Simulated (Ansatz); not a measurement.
## Hypothetical bcc (W type) B, pressure series

The reference is B in the bcc (W type) structure (space group Im-3m, No. 229; a = 2.297 Å; a hypothetical phase, not in the database extracts checked).

Cell and atoms are relaxed at each pressure.

Level of theory: Kohn–Sham DFT with the PBEsol functional, run in Ansatz (a program for electronic structure) with PAW and 420 eV plane waves, scalar-relativistic without spin-orbit coupling.

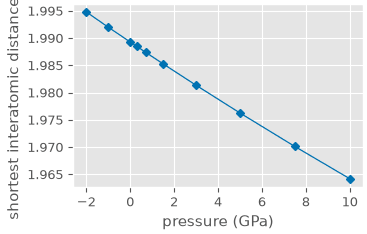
Fig. 1. Shortest interatomic distance against pressure

### Question
From the plot, what is the shortest interatomic distance for pressure −1 GPa?

### Answer
About 1.992 Å.

### Question
Is the trend monotonic over the range shown?

### Answer
Yes, it falls throughout, spanning 196.4 pm to 199.5 pm.

Load acts through the strain it causes; cell and atoms are relaxed under it. Whether these cells are dynamically stable was not tested. No other phases were tried under pressure.
